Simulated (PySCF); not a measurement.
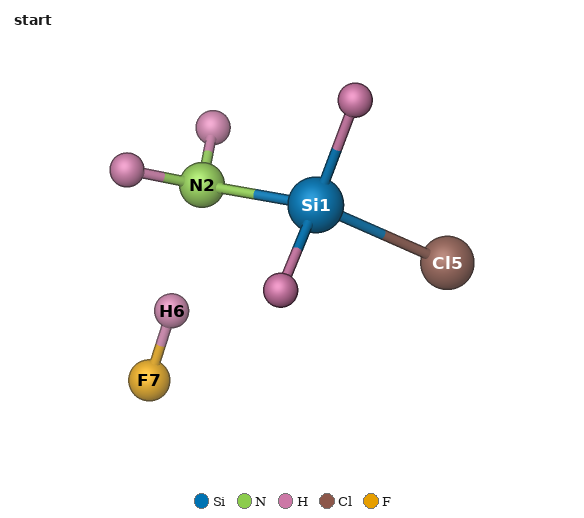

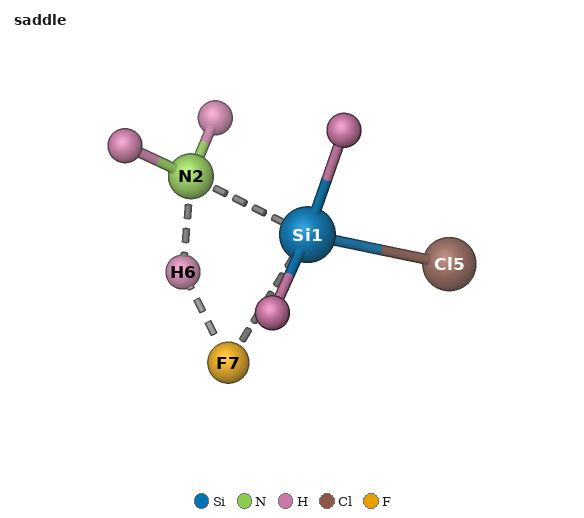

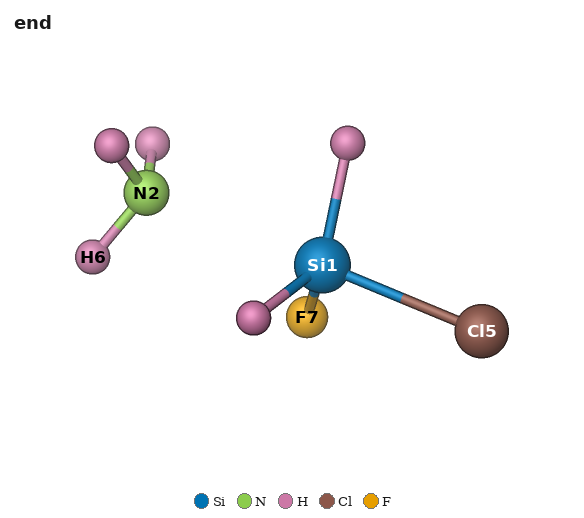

A saddle point and the two end points reached downhill from it. Broken sticks mark bonds that form or break. Charge 0, singlet. Geometries: PBE0-D4/def2-TZVP; all other levels are single points on them, and energies count from the start as drawn. Program: PySCF 2.14.0. In CBS estimates cores are frozen, and CCSD(T) − MP2 is taken in the smaller basis.

Question: Which bonds form and which break from start to end?

Answer: Formed: Si1–F7, N2–H6; broken: Si1–N2, H6–F7. At the saddle point Si1···F7 is 2.14 Å, N2···H6 is 1.20 Å, Si1···N2 is 1.84 Å, H6···F7 is 1.22 Å.

Give the electronic barrier and the reaction energy from start to end in kcal/mol (no zero-point energy) with CCSD(T)/CBS (MP2 limit from def2-TZVPP and def2-QZVPP plus CCSD(T) − MP2); PBE0-D4/def2-SVP; PBE0-D4/def2-TZVPP; PBE-D4/def2-SVP; RHF-MP2 (frozen core)/def2-QZVPP; B3LYP-D4/def2-TZVPP.

| level | barrier | reaction energy |
| --- | --- | --- |
| CCSD(T)/CBS (MP2 limit from def2-TZVPP and def2-QZVPP plus CCSD(T) − MP2) | 19.8 | −17.3 |
| PBE0-D4/def2-SVP | 13.1 | −19.3 |
| PBE0-D4/def2-TZVPP | 17.0 | −17.1 |
| PBE-D4/def2-SVP | 9.3 | −20.0 |
| RHF-MP2 (frozen core)/def2-QZVPP | 19.2 | −17.1 |
| B3LYP-D4/def2-TZVPP | 18.7 | −17.1 |
